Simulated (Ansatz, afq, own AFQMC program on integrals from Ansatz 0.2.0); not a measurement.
**NH2O (doublet): quantum Monte Carlo beside coupled cluster at distance N1–O2 = 1.030 Å, cc-pVDZ**

How near does AFQMC come to the top of the ladder for NH2O (doublet)?

Method: cc-pVDZ, frozen cores; program: Ansatz 0.2.0, Gaussian basis, and an in-house AFQMC program (afq) on its integrals; all values are calculated.

Plan: PBE (unrestricted); r2SCAN (unrestricted); PBE0 (unrestricted); B3LYP (unrestricted); wB97M-V (unrestricted); B2PLYP (unrestricted); CCSD(T) on UHF; Phaseless AFQMC, CISD trial on UHF; Phaseless AFQMC, single-determinant trial on UHF; Free-projection AFQMC, CISD trial on UHF.

## (1) What is computed

The geometry derives from a PBE0/def2-TZVP stationary point (not a proven minimum). One bond is set to the value named and the two fragments are kept rigid.

4 atoms, charge 0, spin multiplicity 2.

Atoms are counted from 1 here; the program's logs count them from 0.

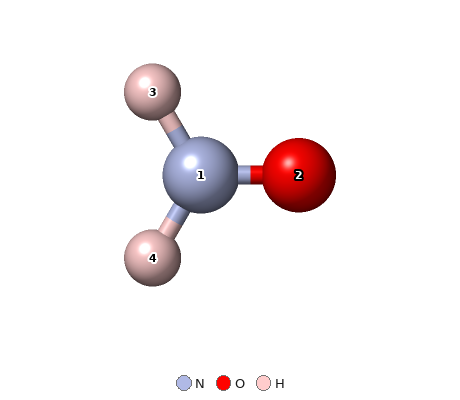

The geometry (nitrogen light blue, oxygen red, hydrogen pink); atoms are numbered from 1 in the order of the file.

## (2) PBE (unrestricted)

in.yaml reads:

```yaml
crystal:
  periodic: [false, false, false]
  atoms:
    - {symbol: N, position_ang: [0.000000, 0.000000, 0.482527]}
    - {symbol: O, position_ang: [0.000000, 0.000000, -0.547473]}
    - {symbol: H, position_ang: [0.000000, 0.876220, 0.992432]}
    - {symbol: H, position_ang: [0.000000, -0.876220, 0.992432]}
basis:
  gaussian: {orbitals: cc-pVDZ}
magnetization: {spin_polarized: true, initial_magnetization: 1}
hamiltonian: {xc: {name: PBE}}
output: {orbitals: {seedname: orbitals}}
```

Run with:

```bash
ansatz run in.yaml --threads 1 --pin off --events-out ev --progress --plain --max-ram 1382MiB
```

What it wrote:

```text
Functional definition: PBE
  name "PBE"
  cite "Perdew, Burke & Ernzerhof, Phys. Rev. Lett. 77, 3865 (1996) doi:10.1103/PhysRevLett.77.3865"
  parent pbe
  parameter kappa = 0.804
  parameter beta = 0.06672455060314922
  exchange = pbe_x(kappa = kappa, mu = beta*pi^2/3)
  correlation = pbe_c(beta = beta)
449 factors; their error is unknown
mean field evaluation 1: about -3555.7535 eV, gradient 3.4e1 eV
mean field evaluation 2: about -3538.3068 eV, gradient 6.6e1 eV
mean field evaluation 4: about -3560.1063 eV, gradient 5.2e0 eV
mean field evaluation 8: about -3560.1956 eV, gradient 3.4e-2 eV
mean field -3560.19557019 eV, -130.8347740171 hartree, gradient 4.2e-6 eV, S^2 0.751488; 0 other end points of the search recorded, 0 dependent functions left out
reference -3560.19558709 eV, -130.8347746382 hartree; 9, 8 occupied and 29, 30 virtual orbitals, 449 factors
Total energy: -3560.19558709 eV, -130.8347746382 hartree
```

Run time: 0.58 s. Hardware: 1 thread of AMD EPYC 9R14 (Zen 4), shared host.

From the report: ⟨S²⟩ of the determinant 0.751 (pure doublet: 0.75).

## (3) r2SCAN (unrestricted)

in.yaml: that of step 2 with these lines changed.

```diff
@@ -10,3 +10,2 @@
 magnetization: {spin_polarized: true, initial_magnetization: 1}
-hamiltonian: {xc: {name: PBE}}
-output: {orbitals: {seedname: orbitals}}
+hamiltonian: {xc: {name: r2SCAN}}
```

Same command.

What it wrote:

```text
Functional definition: r2SCAN
  name "r2SCAN"
  cite "Furness, Kaplan, Ning, Perdew & Sun, J. Phys. Chem. Lett. 11, 8208 (2020) doi:10.1021/acs.jpclett.0c02405"
  cite "Furness, Kaplan, Ning, Perdew & Sun, J. Phys. Chem. Lett. 11, 9248 (2020) doi:10.1021/acs.jpclett.0c03077"
  parent r2scan
  parameter k0 = 0.174
  parameter k1 = 0.065
  parameter a1 = 4.9479
  exchange = r2scan_x(k0 = k0, k1 = k1, a1 = a1)
  correlation = r2scan_c
449 factors; their error is unknown
mean field evaluation 1: about -3558.6696 eV, gradient 3.1e1 eV
mean field evaluation 2: about -3556.1647 eV, gradient 4.0e1 eV
mean field evaluation 4: about -3562.3216 eV, gradient 2.1e0 eV
mean field evaluation 8: about -3562.3380 eV, gradient 3.6e-2 eV
mean field evaluation 16: about -3562.3164 eV, gradient 5.9e-5 eV
mean field -3562.31637444 eV, -130.9127121358 hartree, gradient 5.9e-5 eV, S^2 0.753199; 0 other end points of the search recorded, 0 dependent functions left out
reference -3562.31638041 eV, -130.9127123555 hartree; 9, 8 occupied and 29, 30 virtual orbitals, 449 factors
Total energy: -3562.31638041 eV, -130.9127123555 hartree
```

It took 0.95 s on 1 thread of AMD EPYC 9R14 (Zen 4), shared host.

From the report: ⟨S²⟩ of the determinant 0.753 (pure doublet: 0.75).

## (4) PBE0 (unrestricted)

in.yaml: that of step 3 with these lines changed.

```diff
@@ -10,2 +10,3 @@
 magnetization: {spin_polarized: true, initial_magnetization: 1}
-hamiltonian: {xc: {name: r2SCAN}}
+hamiltonian: {xc: {name: PBE0}}
+output: {orbitals: {seedname: orbitals}}
```

Launched as before.

What it wrote:

```text
Functional definition: PBE0
  name "PBE0"
  cite "Adamo & Barone, J. Chem. Phys. 110, 6158 (1999) doi:10.1063/1.478522"
  cite "Perdew, Burke & Ernzerhof, Phys. Rev. Lett. 77, 3865 (1996) doi:10.1103/PhysRevLett.77.3865"
  parent pbe
  parameter a = 0.25
  parameter kappa = 0.804
  parameter beta = 0.06672455060314922
  exchange = (1 - a)*pbe_x(kappa = kappa, mu = beta*pi^2/3) + a*exact_x
  correlation = pbe_c(beta = beta)
349 factors; integrals over basis functions are off by at most 1.4e-3 eV
mean field evaluation 1: about -3557.4020 eV, gradient 2.7e1 eV
mean field evaluation 2: about -3556.7013 eV, gradient 3.1e1 eV
mean field evaluation 4: about -3560.2099 eV, gradient 1.4e0 eV
mean field evaluation 8: about -3560.4108 eV, gradient 1.9e-2 eV
mean field evaluation 16: about -3560.4108 eV, gradient 3.2e-5 eV
mean field -3560.41080557 eV, -130.8426837715 hartree, gradient 3.2e-5 eV, S^2 0.752648; 0 other end points of the search recorded, 0 dependent functions left out
reference -3560.41081914 eV, -130.8426842702 hartree; 9, 8 occupied and 29, 30 virtual orbitals, 349 factors
Total energy: -3560.41081914 eV, -130.8426842702 hartree
```

Wall time 0.7 s (1 thread of AMD EPYC 9R14 (Zen 4), shared host).

From the report: ⟨S²⟩ of the determinant 0.753 (pure doublet: 0.75).

## (5) B3LYP (unrestricted)

in.yaml: that of step 4 with these lines changed.

```diff
@@ -10,3 +10,2 @@
 magnetization: {spin_polarized: true, initial_magnetization: 1}
-hamiltonian: {xc: {name: PBE0}}
-output: {orbitals: {seedname: orbitals}}
+hamiltonian: {xc: {name: B3LYP}}
```

Launched as before.

What it wrote, shortened:

```text
Functional definition: B3LYP
  name "B3LYP"
  cite "Stephens, Devlin, Chabalowski & Frisch, J. Phys. Chem. 98, 11623 (1994) doi:10.1021/j100096a001"
  cite "Becke, Phys. Rev. A 38, 3098 (1988) doi:10.1103/PhysRevA.38.3098"
  cite "Lee, Yang & Parr, Phys. Rev. B 37, 785 (1988) doi:10.1103/PhysRevB.37.785"
  cite "Vosko, Wilk & Nusair, Can. J. Phys. 58, 1200 (1980) doi:10.1139/p80-159"
[...]
349 factors; integrals over basis functions are off by at most 1.4e-3 eV
[...]
mean field -3564.07825353 eV, -130.9774599983 hartree, gradient 8.3e-5 eV, S^2 0.752436; 0 other end points of the search recorded, 0 dependent functions left out
reference -3564.07838302 eV, -130.9774647569 hartree; 9, 8 occupied and 29, 30 virtual orbitals, 349 factors
Total energy: -3564.07838302 eV, -130.9774647569 hartree
```

It took 0.61 s on 1 thread of AMD EPYC 9R14 (Zen 4), shared host.

From the report: ⟨S²⟩ of the determinant 0.752 (pure doublet: 0.75).

## (6) wB97M-V (unrestricted)

in.yaml: that of step 5 with these lines changed.

```diff
@@ -10,2 +10,3 @@
 magnetization: {spin_polarized: true, initial_magnetization: 1}
-hamiltonian: {xc: {name: B3LYP}}
+hamiltonian: {xc: {name: wB97M-V}}
+output: {orbitals: {seedname: orbitals}}
```

Same command.

What it wrote, shortened:

```text
Functional definition: wB97M-V
  name "wB97M-V"
  cite "Mardirossian & Head-Gordon, J. Chem. Phys. 144, 214110 (2016) doi:10.1063/1.4952647"
  cite "Becke, J. Chem. Phys. 107, 8554 (1997) doi:10.1063/1.475007"
  cite "Vydrov & Van Voorhis, J. Chem. Phys. 133, 244103 (2010) doi:10.1063/1.3521275"
  # Of w^i u^j: cxij and so on, Table III.
[...]
  gx(w, u) = 1 - cx + cx01*u + cx10*w
  gss(w, u) = css00 + css04*u^4 + css10*w + css20*w^2 + css43*w^4*u^3
  gos(w, u) = cos00 + cos10*w + (cos20 + cos21*u)*w^2 + (cos60 + cos61*u)*w^6
[...]
      + integral(e_c_pw_mod_opposite_spin*gos(b97_w_opposite, b97_u_opposite)) + vv10(b, c)
349 factors; integrals over basis functions are off by at most 1.4e-3 eV
95 factors; integrals over basis functions are off by at most 4.2e-6 eV
[...]
mean field -3562.78358567 eV, -130.9298818320 hartree, gradient 6.3e-5 eV, S^2 0.752027; 0 other end points of the search recorded, 0 dependent functions left out
reference -3562.78360684 eV, -130.9298826101 hartree; 9, 8 occupied and 29, 30 virtual orbitals, 349 factors
Total energy: -3562.78360684 eV, -130.9298826101 hartree
```

It took 1.9 s on 1 thread of AMD EPYC 9R14 (Zen 4), shared host.

From the report: ⟨S²⟩ of the determinant 0.752 (pure doublet: 0.75).

## (7) B2PLYP (unrestricted)

in.yaml: that of step 6 with these lines changed.

```diff
@@ -10,3 +10,3 @@
 magnetization: {spin_polarized: true, initial_magnetization: 1}
-hamiltonian: {xc: {name: wB97M-V}}
-output: {orbitals: {seedname: orbitals}}
+hamiltonian: {xc: {name: B2PLYP}}
+correlation: {electrons: outside_noble_gas}
```

Launched as before.

What it wrote, shortened:

```text
Functional definition: B2PLYP
  name "B2PLYP"
  cite "Grimme, J. Chem. Phys. 124, 034108 (2006) doi:10.1063/1.2148954"
  cite "Becke, Phys. Rev. A 38, 3098 (1988) doi:10.1103/PhysRevA.38.3098"
  cite "Lee, Yang & Parr, Phys. Rev. B 37, 785 (1988) doi:10.1103/PhysRevB.37.785"
[...]
349 factors; integrals over basis functions are off by at most 1.4e-3 eV
[...]
mean field -3557.92517437 eV, -130.7513385099 hartree, gradient 6.2e-6 eV, S^2 0.754881; 0 other end points of the search recorded, 0 dependent functions left out
2 core orbitals not correlated: weight in the atoms' cores, before any rotation towards them, 1.000 or more for the frozen orbitals, at most 0.000 for the correlated occupied ones
reference -3557.92526062 eV, -130.7513416795 hartree; 7, 6 occupied and 29, 30 virtual orbitals, 349 factors
second order -10.45281075 eV of doubles, -0.00000000 eV of singles
Total energy: -3560.74751952 eV, -130.8550577812 hartree
```

It took 0.86 s on 1 thread of AMD EPYC 9R14 (Zen 4), shared host.

From the report: ⟨S²⟩ of the determinant 0.755 (pure doublet: 0.75).

## (8) CCSD(T) on UHF

in.yaml: that of step 7 with these lines changed.

```diff
@@ -10,3 +10,2 @@
 magnetization: {spin_polarized: true, initial_magnetization: 1}
-hamiltonian: {xc: {name: B2PLYP}}
-correlation: {electrons: outside_noble_gas}
+correlation: {method: ccsd_t, electrons: outside_noble_gas, hamiltonian_folder: ham}
```

Same command.

What it wrote, shortened:

```text
Functional definition: HF
  name "HF"
  cite "Fock, Z. Phys. 61, 126 (1930) doi:10.1007/BF01340294"
  parent pbe
[...]
349 factors; integrals over basis functions are off by at most 1.4e-3 eV
[...]
mean field -3545.54047871 eV, -130.2962093390 hartree, gradient 3.5e-6 eV, S^2 0.760175; 0 other end points of the search recorded, 0 dependent functions left out
2 core orbitals not correlated: weight in the atoms' cores, before any rotation towards them, 1.000 or more for the frozen orbitals, at most 0.000 for the correlated occupied ones
reference -3545.54047871 eV, -130.2962093390 hartree; 7, 6 occupied and 29, 30 virtual orbitals, 349 factors
second order -8.75061502 eV of doubles, -0.00000000 eV of singles
cycle   1  -9.01644112 eV  change   -2.7e-1 eV  update   5.1e-2
[...]
cycle   9  -9.23882741 eV  change    1.5e-6 eV  update   1.1e-5
perturbative correction -0.18169002 eV, -0.0066769852 hartree
Total energy: -3554.96099614 eV, -130.6424069692 hartree
```

Run time: 0.74 s. Hardware: 1 thread of AMD EPYC 9R14 (Zen 4), shared host.

From the report: ⟨S²⟩ of the determinant 0.760 (pure doublet: 0.75); correlation -9.4205 eV; T1 0.011; largest double amplitude 0.03.

This run also writes the integrals to the folder ham.

## (9) Phaseless AFQMC, CISD trial on UHF

It reads the integrals that the CCSD(T) run on this determinant wrote.

Run with:

```bash
afq ham --method phaseless --trial cisd --walkers 60 --populations 1 --least-time 40 --time-step 0.005 --steps-per-block 50 --equilibration-blocks 28 --max-blocks 300 --target-error 0.00043 --factor-cut 1e-05 --start spin_pure --seed 7415 --release-times 0.24,0.51,0.99,1.62,2.4 --release-step 0.03 --release-every 4 --taylor-order 6
```

What it wrote:

```text
orbitals 36  electrons 7 6  factors 281 of 349
reference energy -130.29620934 Eh
CCSD correlation -0.33952064 Eh in 10 cycles, weight of the determinant in the CISD state 0.9124
energy of the start -130.635232 Eh
 block  time / (1/Eh)  mean weight  energy / Eh
     1     0.250  0.9987  -130.632589
     2     0.500  1.0001  -130.640026
     3     0.750  1.0027  -130.642152
     4     1.000  0.9984  -130.646597
     5     1.250  1.0013  -130.647908
     6     1.500  0.9996  -130.647512
     7     1.750  1.0035  -130.642369
     8     2.000  1.0013  -130.653638
     9     2.250  1.0008  -130.639793
    10     2.500  0.9997  -130.645560
    13     3.250  0.9980  -130.651305
    17     4.250  1.0020  -130.648153
    21     5.250  1.0011  -130.649357
    25     6.250  0.9980  -130.647719
    29     7.250  1.0009  -130.645306
    33     8.250  1.0027  -130.642574
    37     9.250  0.9954  -130.644167
    41    10.250  1.0005  -130.645224
    45    11.250  0.9978  -130.639899
    49    12.250  0.9985  -130.638485
    53    13.250  1.0015  -130.641006
    57    14.250  1.0015  -130.635612
    61    15.250  1.0003  -130.637426
    65    16.250  0.9988  -130.636875
    69    17.250  0.9974  -130.634044
    73    18.250  1.0002  -130.636513
    77    19.250  0.9967  -130.640678
    81    20.250  1.0011  -130.635931
    85    21.250  1.0018  -130.644668
    89    22.250  1.0013  -130.640255
    93    23.250  1.0028  -130.641655
    97    24.250  0.9988  -130.658502
   101    25.250  0.9963  -130.651934
   105    26.250  0.9992  -130.643529
   109    27.250  1.0022  -130.643629
   113    28.250  1.0030  -130.636711
   117    29.250  0.9998  -130.640380
   121    30.250  0.9987  -130.643803
   125    31.250  1.0007  -130.653930
   129    32.250  1.0001  -130.641243
   133    33.250  1.0001  -130.644983
   137    34.250  1.0037  -130.646032
   141    35.250  0.9987  -130.638834
   145    36.250  0.9968  -130.642249
   149    37.250  0.9991  -130.646533
   153    38.250  0.9995  -130.640575
   157    39.250  1.0011  -130.646840
   161    40.250  1.0021  -130.643787
   165    41.250  1.0052  -130.644973
   169    42.250  1.0034  -130.640457
   173    43.250  0.9999  -130.656302
   177    44.250  0.9971  -130.653337
   181    45.250  1.0008  -130.642480
   185    46.250  0.9969  -130.641650
blocks merged  error / Eh  count
     1  0.000337  160
     2  0.000336  80
     4  0.000354  40
     8  0.000412  20
    16  0.000500  10
released: time / (1/Eh)  energy / Eh  error  mean overlap
  0.24  -130.643068  0.000551  1.0000
  0.51  -130.643717  0.000993  0.9868
  0.99  -130.644654  0.000583  0.9660
  1.62  -130.644282  0.000699  0.9538
  2.40  -130.644027  0.001359  0.9628
energy -130.642926 +/- 0.000412 Eh
```

It took 3.1 min on 1 thread of AMD EPYC 9R14 (Zen 4), shared host.

Energy -3554.9751 ± 0.0112 eV. Caveats: constraint bias not in the error. The error still grows with block length (0.0096 to 0.0136 eV), so the bar may be too small.

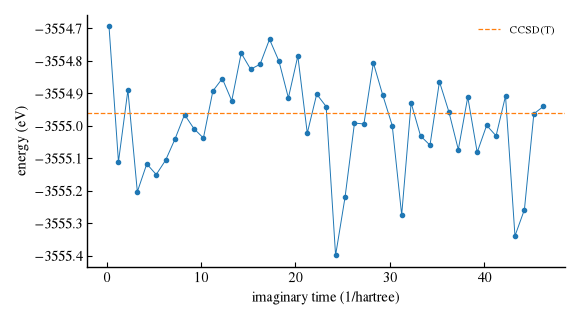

Block energies along the walk.

## (10) Phaseless AFQMC, single-determinant trial on UHF

It reads the integrals that the CCSD(T) run on this determinant wrote.

Run with:

```bash
afq ham --method phaseless --trial hf --walkers 120 --populations 1 --least-time 40 --time-step 0.005 --steps-per-block 20 --equilibration-blocks 112 --max-blocks 600 --target-error 0.00129 --factor-cut 1e-05 --start spin_pure --seed 4062 --taylor-order 6
```

What it wrote:

```text
orbitals 36  electrons 7 6  factors 281 of 349
reference energy -130.29620934 Eh
CCSD correlation -0.33952064 Eh in 10 cycles, weight of the determinant in the CISD state 0.9124
energy of the start -130.296530 Eh
 block  time / (1/Eh)  mean weight  energy / Eh
     1     0.100  1.0032  -130.419005
     2     0.200  1.0030  -130.505810
     3     0.300  1.0048  -130.552317
     4     0.400  1.0039  -130.582098
     5     0.500  1.0031  -130.583518
     6     0.600  1.0005  -130.583899
     7     0.700  0.9982  -130.557823
     8     0.800  1.0001  -130.592851
     9     0.900  1.0001  -130.631391
    10     1.000  1.0011  -130.622220
    18     1.800  1.0009  -130.625619
    35     3.500  1.0012  -130.643801
    52     5.200  0.9998  -130.640234
    69     6.900  1.0002  -130.611491
    86     8.600  1.0006  -130.619224
   103    10.300  0.9999  -130.631898
   120    12.000  1.0001  -130.702667
   137    13.700  1.0005  -130.695641
   154    15.400  1.0018  -130.669444
   171    17.100  1.0001  -130.642421
   188    18.800  0.9988  -130.616505
   205    20.500  1.0010  -130.650340
   222    22.200  0.9997  -130.631758
   239    23.900  0.9986  -130.621764
   256    25.600  0.9975  -130.623094
   273    27.300  1.0016  -130.703039
   290    29.000  1.0022  -130.665669
   307    30.700  0.9982  -130.672171
   324    32.400  1.0002  -130.654585
   341    34.100  0.9976  -130.680303
   358    35.800  1.0022  -130.628911
   375    37.500  1.0036  -130.654835
   392    39.200  1.0002  -130.613525
   409    40.900  1.0032  -130.647064
   426    42.600  1.0005  -130.634316
   443    44.300  0.9983  -130.616443
   460    46.000  0.9996  -130.659128
   477    47.700  0.9980  -130.642134
   494    49.400  0.9974  -130.743071
   511    51.100  0.9985  -130.623301
   528    52.800  1.0007  -130.639860
   545    54.500  0.9999  -130.670802
   562    56.200  1.0002  -130.633327
   579    57.900  0.9988  -130.644759
   596    59.600  1.0009  -130.646974
   613    61.300  1.0006  -130.650801
   630    63.000  1.0007  -130.640537
   647    64.700  1.0024  -130.644744
   664    66.400  1.0007  -130.659925
   681    68.100  1.0019  -130.639531
   698    69.800  1.0025  -130.680009
blocks merged  error / Eh  count
     1  0.001057  600
     2  0.001367  300
     4  0.001708  150
     8  0.002081  75
    16  0.002323  37
    32  0.002462  18
    64  0.003249  9
energy -130.644901 +/- 0.002462 Eh
```

It took 2.8 min on 1 thread of AMD EPYC 9R14 (Zen 4), shared host.

Energy -3555.0289 ± 0.0670 eV. Caveats: constraint bias not in the error; error above the target. The error still grows with block length (0.0632 to 0.0884 eV), so the bar may be too small.

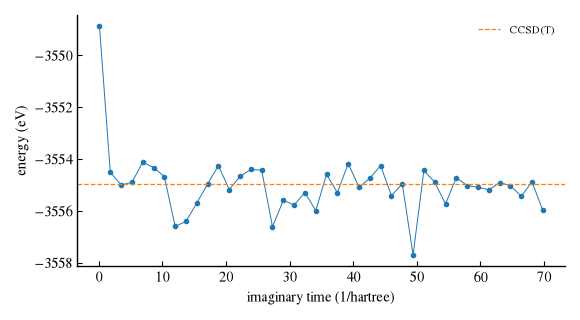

Block energies along the walk.

## (11) Free-projection AFQMC, CISD trial on UHF

It reads the integrals that the CCSD(T) run on this determinant wrote.

Run with:

```bash
afq ham --method free --trial cisd --walkers 60 --time-step 0.03 --max-blocks 80 --target-error 0.00043 --factor-cut 1e-05 --seed 2032 --times 0,0.21,0.42,0.81,1.2,1.8,2.4,3 --taylor-order 8
```

What it wrote:

```text
orbitals 36  electrons 7 6  factors 281 of 349
reference energy -130.29620934 Eh
CCSD correlation -0.33952064 Eh in 10 cycles, weight of the determinant in the CISD state 0.9124
repeat  energy at the last time / Eh  error
    10  -130.642728  0.002669
    20  -130.643211  0.001551
    30  -130.643628  0.001235
    40  -130.643708  0.001115
    50  -130.644204  0.000960
    60  -130.644579  0.000863
    70  -130.644864  0.000812
    80  -130.644677  0.000745
time / (1/Eh)  energy / Eh  error  mean overlap
  0.00  -130.635495  0.000227  1.0954
  0.21  -130.640721  0.000267  1.0920
  0.42  -130.642131  0.000247  1.0942
  0.81  -130.643326  0.000365  1.0901
  1.20  -130.643126  0.000360  1.0925
  1.80  -130.642806  0.000425  1.1008
  2.40  -130.644465  0.000694  1.0583
  3.00  -130.644677  0.000745  1.0340
energy -130.644677 +/- 0.000745 Eh
```

Run time: 3 min. Hardware: 1 thread of AMD EPYC 9R14 (Zen 4), shared host.

Energy -3555.0228 ± 0.0203 eV. The run doesn't count as converged. Caveats: remainder of the start not in the error; start not forgotten; error above the target.

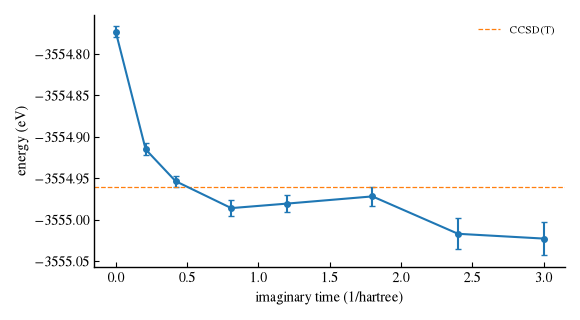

Energy against projection time, with error bars.

## (12) All levels side by side

On the UHF determinant, counted from CCSD(T) (a yardstick, not exact):

```tsv
level	energy (eV)	from CCSD(T) (kcal/mol)	statistical error (kcal/mol)	time
HF	-3545.5405	+217.24		
MP2	-3554.2911	+15.45		
CCSD	-3554.7793	+4.19		
CCSD(T)	-3554.9610	0.00		
Phaseless AFQMC, CISD trial, step 0.005, 60 walkers	-3554.9751	-0.33	0.26	3.1 min
Phaseless AFQMC, single-determinant trial, step 0.005, 120 walkers	-3555.0289	-1.56	1.55	2.8 min
```

The functionals' totals stand on their own zeros and serve differences with other points: PBE -3560.196 eV; r2SCAN -3562.316 eV; PBE0 -3560.411 eV; B3LYP -3564.078 eV; wB97M-V -3562.784 eV; B2PLYP -3560.748 eV.

## (13) Results

| quantity | value |
| --- | --- |
| Phaseless AFQMC, CISD trial on UHF from CCSD(T) | -0.33 ± 0.26 kcal/mol |
| Phaseless AFQMC, single-determinant trial on UHF from CCSD(T) | -1.56 ± 1.55 kcal/mol |

**Reading.** On UHF the phaseless walk with the CISD trial lies -0.33 kcal/mol from CCSD(T), within three error bars. Error bars are statistical and leave out the constraint, the time step and what remains of the start.
